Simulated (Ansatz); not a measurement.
Molecule (SMILES): F[CH2] (CH2-F), doublet.
Atoms: C1, F2, H3, H4. Bonds: C1-F2, C1-H3, C1-H4.

Basis-set convergence of the optimised C1-F2 bond length at HF with Ansatz (a program for electronic structure). Cartesian d functions, on some or all atoms, in 6-31G*, 6-31+G*; all else is spherical. The program fits the integrals of some runs and decomposes those of others, by size. Open shells are unrestricted. No added dispersion term, no relativity. Reference: the value in def2-QZVPPD, 1.3213 Å, itself unsure by roughly 0.0003 Å (its mean distance from pcseg-3, def2-QZVPP, cc-pVQZ). Deviations are taken from unrounded values.

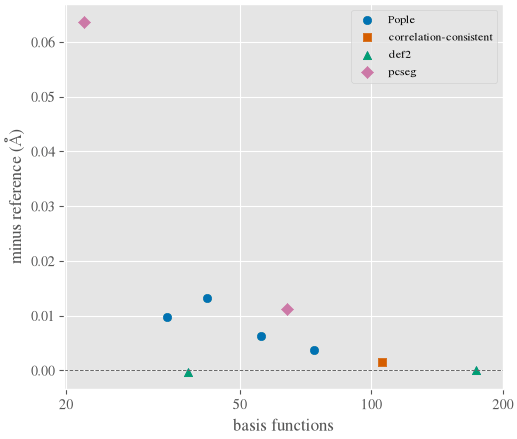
Figure. Deviation from the reference against the number of basis functions, by family of sets.

| basis | functions | optimised C1-F2 bond length (Å) | minus reference (Å) |
|---|---|---|---|
| pcseg-0 | 22 | 1.3850 | 0.0637 |
| 6-31G* | 34 | 1.3310 | 0.0097 |
| def2-SVP | 38 | 1.3211 | -0.0002 |
| 6-31+G* | 42 | 1.3344 | 0.0131 |
| 6-311+G** | 56 | 1.3276 | 0.0063 |
| aug-pcseg-1 | 64 | 1.3325 | 0.0112 |
| 6-311++G(2d,2p) | 74 | 1.3251 | 0.0038 |
| jun-cc-pV(T+d)Z | 106 | 1.3227 | 0.0015 |
| def2-QZVPP | 174 | 1.3213 | 0.0001 |
